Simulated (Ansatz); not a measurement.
# What SiPbS3 in P4bm, a phase reached by a soft mode distorts into

Wanted: the energy along a soft mode of SiPbS3 in P4bm, a phase reached by a soft mode and the structure at the end.

Main program and level: Ansatz 0.2.0; DFT PBEsol, scalar-relativistic, plane waves, PAW; PAW set soft_1.

The structure was built from a prototype and need not be the compound's stable phase.

In doubt: the program warns that the response may not be converged on this k-mesh (step 2), which bears on the force constants and all frequencies.

## (1) Starting point

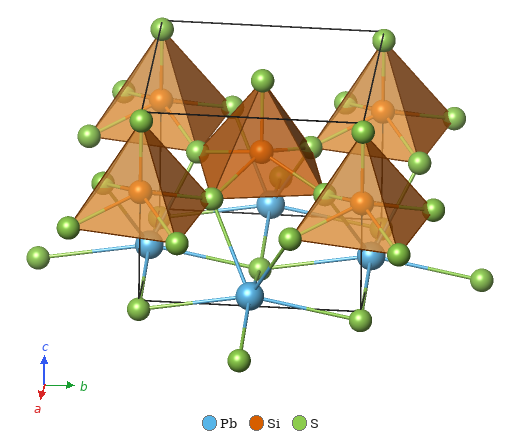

The cell as given, slightly off an axis (lead blue, silicon orange, sulfur green). Some periodic images of atoms are drawn too.

## (2) Linear response at the zone centre

This phase was reached earlier by freezing in an unstable mode of a structure of higher symmetry and relaxing. Its zone-centre modes can show that it is still unstable.

Contents of input.yaml:

```yaml
crystal:
  lattice:
    - [6.0501067086, 0.0, 0.0]
    - [0.0, 6.0501067086, 0.0]
    - [0.0, 0.0, 5.6184995175]
  atoms:
    - { symbol: Pb, position: [0.5, 0.0, 0.0522987014] }
    - { symbol: Pb, position: [0.0, 0.5, 0.0522987014] }
    - { symbol: Si, position: [0.0, 0.0, 0.5753427921] }
    - { symbol: Si, position: [0.5, 0.5, 0.5753427921] }
    - { symbol: S, position: [0.19523904, 0.69523904, 0.4617663687] }
    - { symbol: S, position: [0.80476096, 0.30476096, 0.4617663687] }
    - { symbol: S, position: [0.30476096, 0.19523904, 0.4617663687] }
    - { symbol: S, position: [0.69523904, 0.80476096, 0.4617663687] }
    - { symbol: S, position: [0.0, 0.0, 0.9530377382] }
    - { symbol: S, position: [0.5, 0.5, 0.9530377382] }
kpoints:
  mp_grid: { grid: [4, 4, 4] }
hamiltonian:
  xc: pbesol
  pseudopotentials: { kind: paw, azcp: { folder: soft_1 }, xc_functional: pbe }
scf:
  occupations: { method: fixed }
output:
  eigenvalues: true
phonons:
  method: dfpt
  dielectric: true
  rigid_motions: translations
```

Started as:

```console
$ ansatz run input.yaml --threads 8 --pin off --max-ram 16384MiB --backend cpu --events-out ev --progress --plain --runs-dir out
```

Numbers of over 12 decimals in the logs are rounded to 6 here.

The program printed:

```text
Engine: ansatz 0.2.0, aarch64-unknown-linux-gnu
Pseudopotentials: kind: paw
Pseudopotential: Pb, paw, valence charge 14, recommended cutoff 420 eV (normal), soft_1/Pb.paw.azcp
Pseudopotential: Si, paw, valence charge 4, recommended cutoff 420 eV (normal), soft_1/Si.paw.azcp
Pseudopotential: S, paw, valence charge 6, recommended cutoff 420 eV (normal), soft_1/S.paw.azcp
Functional definition: PBEsol
  exchange = pbesol_x
  correlation = pbesol_c
Crystal: 10 atoms, lattice volume = 205.658 Å³
Basis set: ecut = 420 eV, 4039 PW (Γ), exchange–correlation on 96×96×80 points (8 copies of the dense FFT grid, shifted against one another)
Bands: 46, of which v1, the nominal top of the filled ones, is band 36 counted from 1 (35 counted from 0)
Symmetry: 8 space group operations
k-points: 36 of 64 (irreducible under 1 space group operation, time reversal used)
Non-local potential: Pb, projectors of the file, l = 0: 2, l = 1: 2, l = 2: 2, l = 3: 1
Non-local potential: Si, projectors of the file, l = 0: 2, l = 1: 2, l = 2: 1
Non-local potential: S, projectors of the file, l = 0: 2, l = 1: 2, l = 2: 1
PAW form: soft (Blöchl's): semilocal exchange-correlation on the pseudo side does not see the compensation charge
PAW frozen core: Pb, regenerated for the run's functional, and the local potential with it (the file was generated under x = pbe(κ = 0.804, μ = 0.219515), c = pbe(β = 0.066725))
PAW frozen core: Si, regenerated for the run's functional, and the local potential with it (the file was generated under x = pbe(κ = 0.804, μ = 0.219515), c = pbe(β = 0.066725))
PAW frozen core: S, regenerated for the run's functional, and the local potential with it (the file was generated under x = pbe(κ = 0.804, μ = 0.219515), c = pbe(β = 0.066725))
PAW one-centre angular grid: Pb, 590 points (default); XC on 64 Gauss nodes
PAW one-centre angular grid: Si, 110 points (default); XC on 64 Gauss nodes
PAW one-centre angular grid: S, 110 points (default); XC on 64 Gauss nodes
Initial density: superposition of atomic densities (chi_scale 0.1, normalization cell, long waves kept (reshape's long-wave potential 0.01 eV rms))
Initial wavefunctions: pseudopotential atomic-orbital guess
Functional: x = pbesol(κ = 0.804, μ = 0.123457), c = pbesol(β = 0.046)
SCF iter   1: F=—  HF=-30072.527606 eV  |F-HF|=—  |Δ(HF+E_count)|=         —  Δρ=3.51e-2  dr2=3.72e0  ethr=3.10e-3  ⟨swp⟩=5.4  Hψ=7226  notcnv=0  defer=222
preconditioner: auto → Resta (q_TF=auto, 2.290 Å⁻¹)  ε∞=4.3  [insulator: Δε(μ)=1.306 eV  Ē_g=12.064 eV  n_scr=32 (ndim 8)  ℏωp=22.0 eV  f_vac=0.000  ε∞_Penn≈4.3]
SCF iter   2: F=—  HF=-30071.598390 eV  |F-HF|=—  |Δ(HF+E_count)|=   9.29e-1  Δρ=1.77e-2  dr2=7.59e-1  ethr=3.10e-3  ⟨swp⟩=3.0  Hψ=2632  notcnv=0  defer=273
SCF iter   3: F=—  HF=-30071.405819 eV  |F-HF|=—  |Δ(HF+E_count)|=   1.93e-1  Δρ=3.63e-3  dr2=2.70e-2  ethr=1.05e-3  ⟨swp⟩=2.9  Hψ=2186  notcnv=0  defer=282
SCF iter   4: F=—  HF=-30071.404140 eV  |F-HF|=—  |Δ(HF+E_count)|=   1.68e-3  Δρ=7.10e-4  dr2=1.02e-3  ethr=3.75e-5  ⟨swp⟩=3.0  Hψ=2813  notcnv=0  defer=288
SCF iter   5: F=—  HF=-30071.404484 eV  |F-HF|=—  |Δ(HF+E_count)|=   3.44e-4  Δρ=2.08e-4  dr2=9.42e-5  ethr=1.41e-6  ⟨swp⟩=2.4  Hψ=2646  notcnv=0  defer=288
SCF iter   6: F=—  HF=-30071.404542 eV  |F-HF|=—  |Δ(HF+E_count)|=   5.78e-5  Δρ=4.00e-5  dr2=4.02e-6  ethr=1.31e-7  ⟨swp⟩=2.0  Hψ=2321  notcnv=0  defer=288
SCF iter   7: F=—  HF=-30071.404503 eV  |F-HF|=—  |Δ(HF+E_count)|=   3.89e-5  Δρ=1.33e-5  dr2=5.60e-7  ethr=5.58e-9  ⟨swp⟩=2.2  Hψ=2696  notcnv=0  defer=282
SCF iter   8: F=—  HF=-30071.404503 eV  |F-HF|=—  |Δ(HF+E_count)|=   6.97e-8  Δρ=3.64e-6  dr2=4.36e-8  ethr=7.78e-10  ⟨swp⟩=2.0  Hψ=2305  notcnv=0  defer=282
SCF iter   9: F=—  HF=-30071.404503 eV  |F-HF|=—  |Δ(HF+E_count)|=   1.66e-9  Δρ=7.70e-7  dr2=1.08e-9  ethr=6.05e-11  ⟨swp⟩=2.1  Hψ=2406  notcnv=0  defer=282
SCF iter  10: F=-30071.404503 eV  HF=-30071.404503 eV  |F-HF|=7.28e-12  |Δ(HF+E_count)|=  7.79e-10  Δρ=2.04e-7  dr2=8.73e-11  ethr=1.00e-12  ⟨swp⟩=20.0  Hψ=14656  notcnv=0
SCF 1 converged in 10 iterations: F = -30071.404503 eV  dr2 = 8.73e-11
  greatest PAW one-centre occupation: 0.981 electrons in one spin orbital (limit 2), on the Pb atom at site 1 (counted from 0), in its partial waves of l = 2
DFPT response loops at Γ: preconditioner auto → Resta (q_TF=auto, 2.290 Å⁻¹)  ε∞=7.0 (no band partly filled); β = 1.00, the filter's whole step (`scf.mixing.beta` (0.50) is not read by the response loops at its default; to damp them type it under 1.00, their step now; it binds the ground state too); Broyden in place of MSR1
── the response to a field inside a basis, on 8×8×8 k-points: an SCF that follows is theirs, and a resumed run solves both again ──
Bands: 37, of which v1, the nominal top of the filled ones, is band 36 counted from 1 (35 counted from 0)
k-points: 40 of 512 (time reversal used)
Initial density: handed on by an earlier stage of this run
Initial wavefunctions: pseudopotential atomic-orbital guess (no wavefunctions were taken with the density)
Eigensolver: Dense (40 Hₖ)
SCF iter   1: F=—  HF=-30071.223038 eV  |F-HF|=—  |Δ(HF+E_count)|=         —  Δρ=4.31e-4  dr2=1.80e-4  ethr=1.00e-1
preconditioner: auto → Resta (q_TF=auto, 2.290 Å⁻¹)  ε∞=5.6  [insulator: Δε(μ)=1.301 eV  Ē_g=10.250 eV  n_scr=32 (ndim 8)  ℏωp=22.0 eV  f_vac=0.000  ε∞_Penn≈5.6]
SCF iter   2: F=—  HF=-30071.223043 eV  |F-HF|=—  |Δ(HF+E_count)|=   5.16e-6  Δρ=2.33e-4  dr2=4.86e-5  ethr=2.51e-7
SCF iter   3: F=—  HF=-30071.223048 eV  |F-HF|=—  |Δ(HF+E_count)|=   5.61e-6  Δρ=2.62e-5  dr2=1.38e-6  ethr=6.75e-8
SCF iter   4: F=-30071.223048 eV  HF=-30071.223048 eV  |F-HF|=1.05e-8  |Δ(HF+E_count)|=   2.26e-9  Δρ=5.90e-6  dr2=8.75e-8  ethr=1.92e-9
SCF 1 converged in 4 iterations: F = -30071.223048 eV  dr2 = 8.75e-8
  greatest PAW one-centre occupation: 0.981 electrons in one spin orbital (limit 2), on the Pb atom at site 0 (counted from 0), in its partial waves of l = 2
DFPT response loops at Γ: preconditioner auto → Resta (q_TF=auto, 2.290 Å⁻¹)  ε∞=6.8 (no band partly filled); β = 1.00, the filter's whole step (`scf.mixing.beta` (0.50) is not read by the response loops at its default; to damp them type it under 1.00, their step now; it binds the ground state too); Broyden in place of MSR1
WARN: field response: ε∞ stands inside a basis, on 8×8×8 points; the force constants stand on the 4×4×4 k-mesh, whose period is 9.37 times the interband length at k = (0.0000, 0.0000, 0.2500), direct gap 1.332 eV, under 14: take them and everything formed from them as unconverged, and compare with a denser kpoints.mp_grid
SCF converged after 10 iterations
Free energy (F): -30071.404503 eV
Harris-Foulkes:  -30071.404503 eV  (|F-HF|=7.28e-12)
Internal energy: -30071.404503 eV  (E = F + TS)
E sigma→0 (E₀):  -30071.404503 eV
Fermi energy:    7.845110 eV
--- Per-component energies (eV) ---
  E_band       = -66.347071
  E_kinetic    = 1304.623472
  E_local      = -2880.899420  (includes V_loc(G=0)·N_el)
  E_nonlocal   = 865.285898
  E_hartree    = 1054.818848
  E_xc         = -1052.395246
  E_vxc        = -872.395402  (∫ρ·V_xc dr)
  E_paw        = -25028.884063  (= ΣΔE_a)
  E_vpaw       = -592.599175  (= ΣTr[D̂ρ^β])
  E_aug_tail   = 0.000055  (compensation charges beyond the density's cutoff)
  E_ewald      = -4334.513205
  E_core_change = 0.559158  (= ΣΔE_core)
  E_smearing   = -0.000000  (= −TS)
  E_closure    = 0.000000  (closes the sum)
  Σ components = -30071.404503   (vs F -30071.404503, Δ=0.00e0)
--- Band table (eV; the first three rows and the last of 36) ---
  k-point 0: bands = [... 32 lower, 5.9645, 6.8063, 7.6659, 7.6659, 9.0838, 9.8827, 10.9612, 10.9612, ... 6 higher]
  k-point 1: bands = [... 32 lower, 6.6007, 6.8084, 7.7645, 7.7645, 9.0963, 10.3983, 11.0685, 11.0802, ... 6 higher]
  k-point 2: bands = [... 32 lower, 6.9138, 6.9138, 7.8451, 7.8451, 9.3141, 9.8317, 11.0985, 11.3170, ... 6 higher]
  k-point 35: bands = [... 32 lower, 6.4004, 6.4004, 7.0187, 7.0187, 9.8181, 9.8181, 10.3872, 10.3872, ... 6 higher]
--- Phonons (Γ-DFPT): 8 representative perturbations + reference, on 36 of 64 k-points (Σ response iterations 24) ---
  k mesh reduced under 1 symmetry operation, with k and −k counted as one. Each operation leaves every solved perturbation unchanged. A smaller set is not considered because the run solves the response to a homogeneous field
  ASR residual: 9.672e-5 → 0.000e0 eV/Å²; symmetrization residual: 7.269e-6 eV/Å²
  ASR residual per site (eV/Å²): 9.67e-5 9.67e-5 7.28e-6 7.28e-6 7.92e-5 7.92e-5 7.92e-5 7.92e-5 5.88e-5 5.88e-5
  Γ frequencies (cm⁻¹): -25.04 -25.04 0.00 0.00 0.00 44.43 45.47 45.47 73.41 73.41 83.04 130.71 136.63 136.63 170.56 170.56 181.91 194.72 222.31 255.85 255.85 294.30 301.77 359.50 359.50 359.65 374.41 374.41 493.22 508.49
  ε∞ (high-frequency dielectric tensor):
       15.782101    -0.000000     0.000000
       -0.000000    15.782101    -0.000000
        0.000000    -0.000000     8.867580
  softest optical mode at Γ: -25.04 cm⁻¹; the repairs (sum rule, projections) moved no ω² at Γ by more than (1.68 cm⁻¹)²
  Born effective charges Z* (e; rows j = field, columns β = displacement):
    site 0:
         4.37911   -0.83686    0.00000
        -0.83686    4.37911   -0.00000
         0.00000   -0.00000    3.71862
    site 1:
         4.37911    0.83686    0.00000
         0.83686    4.37911   -0.00000
         0.00000   -0.00000    3.71862
    site 2:
         4.22746   -0.65004    0.00000
         0.65004    4.22746   -0.00000
         0.00000   -0.00000    3.17100
    site 3:
         4.22746    0.65004    0.00000
        -0.65004    4.22746    0.00000
         0.00000    0.00000    3.17100
    site 4:
        -2.71819   -0.00926   -0.50294
        -0.00926   -2.71819   -0.50294
        -0.22223   -0.22223   -2.15411
    site 5:
        -2.71819   -0.00926    0.50294
        -0.00926   -2.71819    0.50294
         0.22223    0.22223   -2.15411
    site 6:
        -2.71819    0.00926    0.50294
         0.00926   -2.71819   -0.50294
         0.22223   -0.22223   -2.15411
    site 7:
        -2.71819    0.00926   -0.50294
         0.00926   -2.71819    0.50294
        -0.22223    0.22223   -2.15411
    site 8:
        -3.17019   -0.00886   -0.00000
         0.00886   -3.17019    0.00000
        -0.00000    0.00000   -2.58141
    site 9:
        -3.17019    0.00886   -0.00000
        -0.00886   -3.17019    0.00000
        -0.00000    0.00000   -2.58141
  Z* charge neutrality: 3.461e-2 e pre-enforcement
  solved inside a basis spanned on kpoints, on 8×8×8 k-points, its susceptibility summed on 10×10×10: ε∞ is read to err by 9.3e-2, Z* by 4.7e-2 e (field_mesh: kpoints solves on kpoints); Z* is corrected for what the basis lacks
  optical modes at Γ without the LO–TO term, one row a degenerate level:
      ω (cm⁻¹)  modes    IR ((D/Å)²/amu)
        -25.04      2            14.2376
         44.43      1             0.0000
         45.47      2             1.3109
         73.41      2             1.3261
         83.04      1             8.9078
        130.71      1             0.0000
        136.63      2             0.6841
[...]
optical modes at Γ + LO–TO along q̂ = [1.0000, 0.0000, 0.0000]:
      ω (cm⁻¹)  modes    IR ((D/Å)²/amu)
[...]
optical modes at Γ + LO–TO along q̂ = [0.0000, 1.0000, 0.0000]:
      ω (cm⁻¹)  modes    IR ((D/Å)²/amu)
[...]
optical modes at Γ + LO–TO along q̂ = [0.0000, 0.0000, 1.0000]:
      ω (cm⁻¹)  modes    IR ((D/Å)²/amu)
[...]
170.56      2            50.8008
        182.32      1             0.1442
        194.72      1             0.0000
        222.31      1             0.0000
        255.85      2            28.4436
        294.30      1             0.0000
        312.95      1             5.3371
        359.50      2            36.0569
        359.65      1             0.0000
        374.41      2             9.0250
        493.22      1             0.0000
        541.50      1            31.6207
```

The job ended after 75 s (8 threads of Arm Neoverse V2, shared host; peak memory 1.9 GiB).

Numbers from this step:

```
gap on the k-mesh                                       : 1.239 eV
volume per atom                                         : 20.57 Å³
sum-rule residual before enforcement                    : 9.67e-5 eV/Å²
miss of the charge sum rule                             : 0.03461 e
estimated error of the dielectric tensor                : 0.09315
estimated error of the Born charges                     : 0.04652 e
point group                                             : 4mm
highest optical mode at the zone centre (no LO-TO term) : 508.5 cm⁻¹
lowest optical zone-centre mode                         : -25.04 cm⁻¹
mean high-frequency dielectric constant                 : 13.48
largest Born charge (third of the trace)                : 4.159 e
top of the zone-centre spectrum with the field          : 541.5 cm⁻¹
```

Patterns of degenerate modes are one choice out of their space. Modes at Γ, with each element's share of the kinetic energy (negative means imaginary):

| mode | frequency (cm⁻¹) | symmetry | Pb % | Si % | S % |
| --- | --- | --- | --- | --- | --- |
| 1 | -25.0 | E | 25 | 4 | 71 |
| 2 | -25.0 | E | 25 | 4 | 71 |
| 3 | 0.0 | acoustic | 63 | 8 | 29 |
| 4 | 0.0 | acoustic | 63 | 8 | 29 |
| 5 | 0.0 | acoustic | 63 | 8 | 29 |
| 6 | 44.4 | B2 | 95 | 0 | 5 |
| 7 | 45.5 | E | 93 | 1 | 6 |
| 8 | 45.5 | E | 93 | 1 | 6 |
| 9 | 73.4 | E | 14 | 18 | 68 |
| 10 | 73.4 | E | 14 | 18 | 68 |
| 11 | 83.0 | A1 | 31 | 6 | 63 |
| 12 | 130.7 | B2 | 4 | 0 | 96 |
| 13 | 136.6 | E | 4 | 7 | 89 |
| 14 | 136.6 | E | 4 | 7 | 89 |
| 15 | 170.6 | E | 0 | 25 | 74 |
| 16 | 170.6 | E | 0 | 25 | 74 |
| 17 | 181.9 | A1 | 6 | 14 | 80 |
| 18 | 194.7 | A2 | 0 | 44 | 56 |
| 19 | 222.3 | B1 | 0 | 0 | 100 |
| 20 | 255.8 | E | 1 | 25 | 74 |
| 21 | 255.8 | E | 1 | 25 | 74 |
| 22 | 294.3 | B2 | 1 | 0 | 99 |
| 23 | 301.8 | A1 | 0 | 10 | 89 |
| 24 | 359.5 | E | 0 | 71 | 29 |
| 25 | 359.5 | E | 0 | 71 | 29 |
| 26 | 359.6 | A2 | 0 | 0 | 100 |
| 27 | 374.4 | E | 0 | 39 | 61 |
| 28 | 374.4 | E | 0 | 39 | 61 |
| 29 | 493.2 | A2 | 0 | 56 | 44 |
| 30 | 508.5 | A1 | 0 | 62 | 38 |

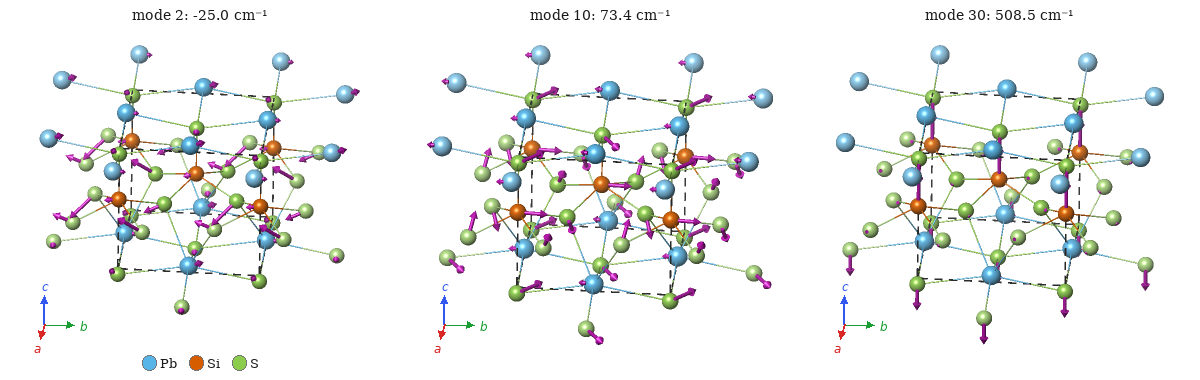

Displacement patterns of modes 2, 10 and 30 at Γ; arrows are exaggerated. Some periodic images of atoms are drawn too.

Before it was imposed, the acoustic sum rule was missed by 9.7e-5 eV/Å² and the charge sum rule by 0.035 e. The charge miss is large and points to the mesh or the basis. The lowest optical mode is imaginary, 25.0i cm⁻¹, so the energy falls along it.

The log warns of the k mesh: “the force constants stand on the 4×4×4 k-mesh, whose period is 9.37 times the interband length at k = (0.0000, 0.0000, 0.2500), direct gap 1.332 eV, under 14: take them and everything formed from them as unconverged”.

## (3) The mode frozen in, largest atomic shift 0 Å

The mode followed lies at Γ with frequency 25.0i cm⁻¹ and is 2-fold degenerate, the softest among the wavevectors solved. At small amplitude the distorted cell has space group no. 8 by a symmetry search on the positions. The undistorted cell that holds it gives the zero of energy on the same k mesh.

Edit input.yaml of step 2 so:

```diff
@@ -22,8 +22,6 @@
 scf:
-  occupations: { method: fixed }
+  occupations: { method: gaussian, width: 0.02 }
 output:
+  forces: true
+  stress: true
   eigenvalues: true
-phonons:
-  method: dfpt
-  dielectric: true
-  rigid_motions: translations
```

The program printed:

```text
[...]
Crystal: 10 atoms, lattice volume = 205.658 Å³
Basis set: ecut = 420 eV, 4039 PW (Γ), exchange–correlation on 90×90×80 points (8 copies of the dense FFT grid, shifted against one another)
Bands: 46, of which v1, the nominal top of the filled ones, is band 36 counted from 1 (35 counted from 0)
Symmetry: 8 space group operations
[...]
k-points: 18 of 64 (time reversal used)
[...]
k-point 0: bands = [... 32 lower, 5.9645, 6.8063, 7.6659, 7.6659, 9.0838, 9.8827, 10.9611, 10.9611, ... 4 higher]
  k-point 1: bands = [... 32 lower, 6.6007, 6.8084, 7.7645, 7.7645, 9.0962, 10.3983, 11.0685, 11.0802, ... 4 higher]
  k-point 2: bands = [... 32 lower, 6.9137, 6.9137, 7.8451, 7.8451, 9.3141, 9.8317, 11.0985, 11.3170, ... 4 higher]
  k-point 17: bands = [... 32 lower, 6.4004, 6.4004, 7.0187, 7.0187, 9.8180, 9.8180, 10.3872, 10.3872, ... 4 higher]
[key lines of the parts left out:]
SCF converged after 8 iterations
Free energy (F): -30071.404503 eV
Fermi energy:    8.464563 eV
P = ⅓ Tr σ = 0.0005 GPa (0.005 kbar)
```

Elapsed: 1.8 s, on 8 threads; peak memory 0.68 GiB.

Numbers from this step:

```yaml
pressure: 5.17e-4 GPa
energy_from_the_undistorted_cell: 0 meV/atom
```

At this level the gap is 1.24 eV on the k-mesh of the self-consistent run, which can miss the band edges.

## (4) The mode frozen in, largest atomic shift 0.14 Å

The atoms are moved along the unstable eigenvector, the largest shift by 0.14 Å, with the cell fixed.

input.yaml, the sections that differ from step 3:

```yaml
crystal:
  lattice:
    - [6.0501067086, 0.0, 0.0]
    - [0.0, 6.0501067086, 0.0]
    - [0.0, 0.0, 5.6184995175]
  atoms:
    - { symbol: Pb, position: [0.5055874816, 0.0055874816, 0.0522987014] }
    - { symbol: Pb, position: [0.0021945499, 0.5021945499, 0.0522987014] }
    - { symbol: Si, position: [-0.0050821858, -0.0037692744, 0.5753427921] }
    - { symbol: Si, position: [0.4962307256, 0.4949178142, 0.5753427921] }
    - { symbol: S, position: [0.1822427131, 0.6822427131, 0.4769053338] }
    - { symbol: S, position: [0.7917646331, 0.2917646331, 0.4466274036] }
    - { symbol: S, position: [0.2979345406, 0.1884126206, 0.4617663687] }
    - { symbol: S, position: [0.6884126206, 0.7979345406, 0.4617663687] }
    - { symbol: S, position: [-0.005135342, 0.0022404829, 0.9530377382] }
    - { symbol: S, position: [0.5022404829, 0.494864658, 0.9530377382] }
# kpoints, hamiltonian, scf, output: as in step 3
```

The program printed:

```text
[...]
Crystal: 10 atoms, lattice volume = 205.658 Å³
Basis set: ecut = 420 eV, 4039 PW (Γ), exchange–correlation on 90×90×80 points (8 copies of the dense FFT grid, shifted against one another)
Bands: 46, of which v1, the nominal top of the filled ones, is band 36 counted from 1 (35 counted from 0)
Symmetry: 2 space group operations
[...]
k-points: 24 of 64 (time reversal used)
[...]
k-point 0: bands = [... 32 lower, 5.9730, 6.8082, 7.6243, 7.6719, 9.0737, 9.9269, 10.9589, 10.9818, ... 4 higher]
  k-point 1: bands = [... 32 lower, 6.6037, 6.8159, 7.7349, 7.7684, 9.0975, 10.4237, 11.0361, 11.0593, ... 4 higher]
  k-point 2: bands = [... 32 lower, 6.9188, 6.9396, 7.8296, 7.8451, 9.3143, 9.8317, 11.0871, 11.2978, ... 4 higher]
  k-point 23: bands = [... 32 lower, 6.4122, 6.4263, 7.0067, 7.0258, 9.8218, 9.8607, 10.3805, 10.4000, ... 4 higher]
[key lines of the parts left out:]
SCF converged after 8 iterations
Free energy (F): -30071.406234 eV
Fermi energy:    8.459373 eV
P = ⅓ Tr σ = 0.0301 GPa (0.301 kbar)
```

Run time: 2.5 s. Hardware: 8 threads; peak memory 0.73 GiB.

This step gave:

| Item | Value |
| --- | --- |
| pressure | 0.03008 GPa |
| gap on the k-mesh | 1.229 eV |
| energy from the undistorted cell | -0.173 meV/atom |

The energy, extrapolated to zero smearing, is -0.17 meV/atom against the undistorted cell.

The run ends at a pressure of 0.03 GPa, with forces up to 0.017 eV/Å.

(Part 1 of 3 ends here.)

[Logs are printed without paths, hosts, clocks, repeated set-up lines and the standing remarks that a program may print on its own settings, such as how far it seeks lower states.]

[Hosts, paths, dates, database ids (printed as entryN), source tags and the programs' standing remarks are cut or masked in the printed files.]
